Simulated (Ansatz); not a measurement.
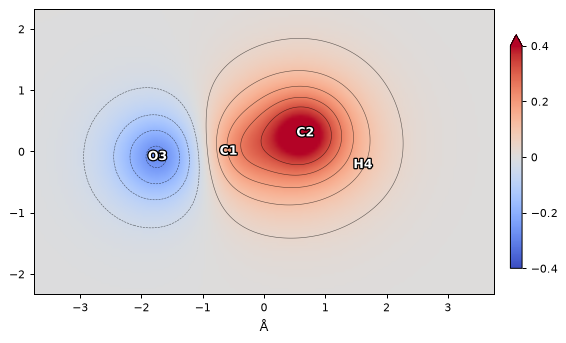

The picture shows: C₂HO (SMILES [CH]=C=O) (doublet). The HOMO−1 (α) on a plane 0.8 Å above the molecular plane (values in Å⁻³ᐟ²; the overall sign is arbitrary).

Geometry: PBE0-D4/def2-TZVP.

These are results of isolated molecule in a Gaussian basis; Kohn-Sham density functional theory, functional PBE0 in Ansatz, not measurements.

Question: Describe this orbital and give its energy.

Answer: Its weight (Hirshfeld) is mainly on C2 (about 55 %), O3 (about 25 %) and C1 (about 20 %); it changes sign across the molecular plane (π type); π-bonding across C1–C2; π-antibonding (a node) across C1–O3. Its energy is −8.57 eV.
